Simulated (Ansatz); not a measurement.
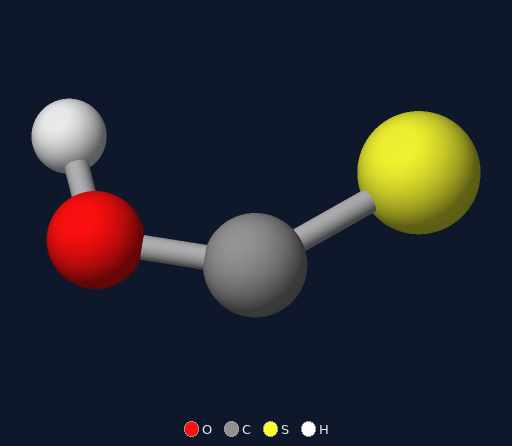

Ball-and-stick drawing of a structure.

Charge 0, doublet. Computed geometry: PBE0-D4/def2-TZVP optimisation. No frequency run is at hand to confirm it as a minimum.

> Which formula does it have?

CHOS, 4 atoms: 1 carbon, 1 hydrogen, 1 oxygen and 1 sulfur.

> Count the bonded pairs by element.

1 C–O, 1 C–S, 1 O–H. Sticks follow a distance rule.

> How many sets of symmetry-equivalent atoms are there?

4: 1 O, 1 C, 1 S, 1 H.

> What is the point group of this geometry?

Cs.

The parts below concern this one geometry. Atoms keep their numbers from picture to picture.

Dipole moment

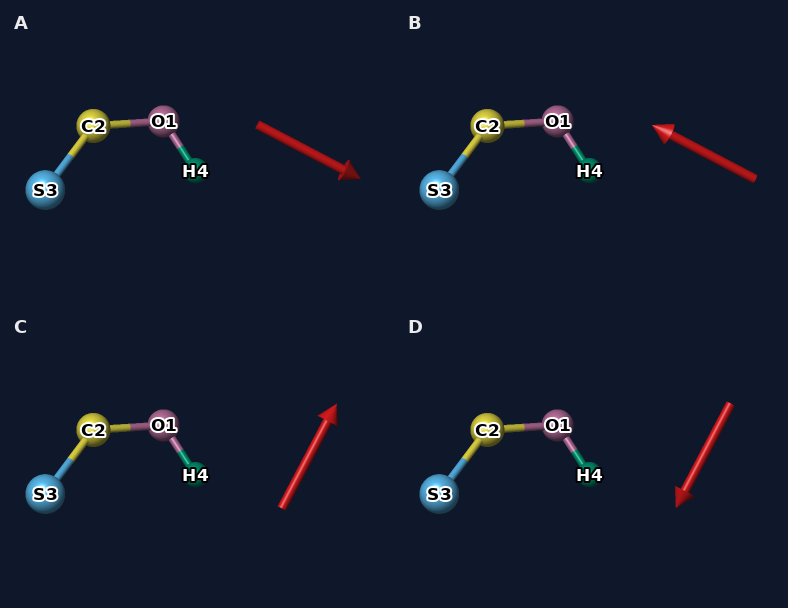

The same molecule four times, each with an arrow. No frequency run is at hand to confirm it as a minimum. Level of theory: UKS PBE0-D4/def2-TZVP (Ansatz 0.2.0).

> Which arrow points along the dipole moment, from the negative to the positive end?

A. The dipole moment is 2.22 D; it points from the side of S3 to the side of H4 (the outermost atoms at the two ends).

Electronic properties

No frequency run is at hand to confirm it as a minimum. Level of theory: UKS PBE0-D4/def2-TZVPP (Ansatz 0.2.0).

Predict the main results.

- HOMO energy (Kohn–Sham orbital): −6.29 eV
- ⟨S²⟩ of the determinant: 0.758

Charges

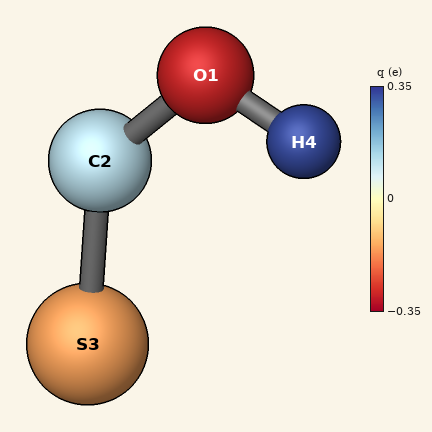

Atoms are coloured by their Mulliken charges. No frequency run is at hand to confirm it as a minimum. Properties computed with UKS PBE0-D4/def2-TZVP (Ansatz 0.2.0).

> Which atom carries the highest charge (most positive or least negative)?

H4 (0.32 e).

> And the lowest?

O1 (−0.29 e).

Give the Mulliken charges atom by atom.

```csv
atom,value (e)
O1,−0.29
C2,0.12
S3,−0.15
H4,0.32
```

Mulliken values depend strongly on the basis set and can even reverse the polarity of a bond.
